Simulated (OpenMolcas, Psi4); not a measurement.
# A ladder of methods for SiNH4ClO (SMILES N[SiH](O)Cl)

SiNH4ClO: 8 atoms, total charge 0, spin state singlet. As SMILES, `N[SiH](O)Cl`. The coordinates come from a PBE0-D4/def2-TZVP relaxation. This is one conformer, not always the lowest.

Quantity: the vertical ionisation energy (to the doublet cation), in eV. The values are calculated.

```
                                                                   level                    kind     program  value (eV)
                                        PBE/6-31G* (spherical functions)                     GGA  OpenMolcas        9.80
                                     revPBE/6-31G* (spherical functions)                     GGA  OpenMolcas        9.75
                                      M06-L/6-31G* (spherical functions)                meta-GGA  OpenMolcas       10.07
                                       TPSS/6-31G* (spherical functions)                meta-GGA  OpenMolcas        9.84
                                      BHLYP/6-31G* (spherical functions)           global hybrid  OpenMolcas       10.25
                                      B3LYP/6-31G* (Cartesian functions)           global hybrid  OpenMolcas       10.18
                                    wB97M-V/6-31G* (spherical functions)  range-separated hybrid        Psi4       10.42
DSD-PBEP86/6-31G* (density fitting for correlation, spherical functions)           double hybrid        Psi4       10.33
```

The values span 9.75 to 10.42 eV.

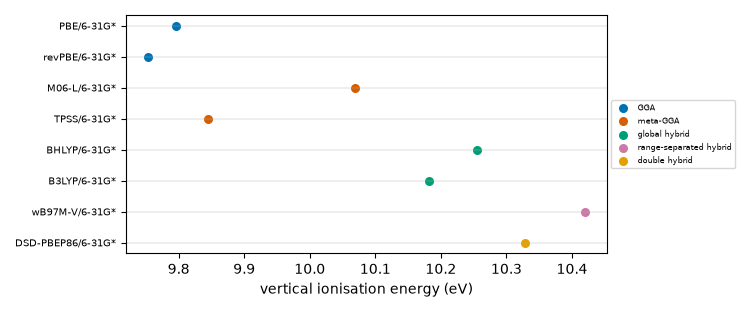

The values of the table, level by level.
